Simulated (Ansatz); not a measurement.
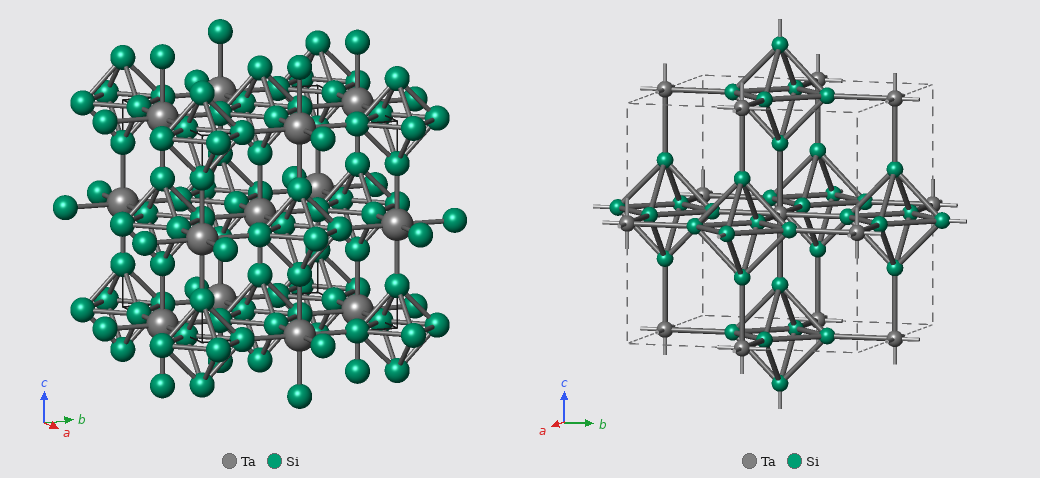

Left: the structure. Right: its underlying net. Nodes are coloured by element. Short stubs are edges that leave the cut-out.

System TaSi6 (space group Fm-3m, No. 225); source of the atomic positions: the input geometry of an electronic-structure calculation (not necessarily at equilibrium); the starting structure was generated, so it need not be a known form of this composition.

Bonds are taken as Si–Si below 2.8 Å and Si–Ta below 2.8 Å; no other contact counts. The graph is simplified in the usual way: terminal and isolated atoms are pruned, two-connected atoms become edges.

The result is a binodal (5,6)-connected, three-periodic net: Si is a 5-connected node; Ta is a 6-connected node, in the ratio 6:1. It is a single net, without interpenetration.

| node | links | point symbol | coordination sequence |
| --- | --- | --- | --- |
| Si | 5 | 3^4.4^2.6^4 | 5 10 37 62 61 142 |
| Ta | 6 | 6^12.10^3 | 6 24 18 54 126 84 |
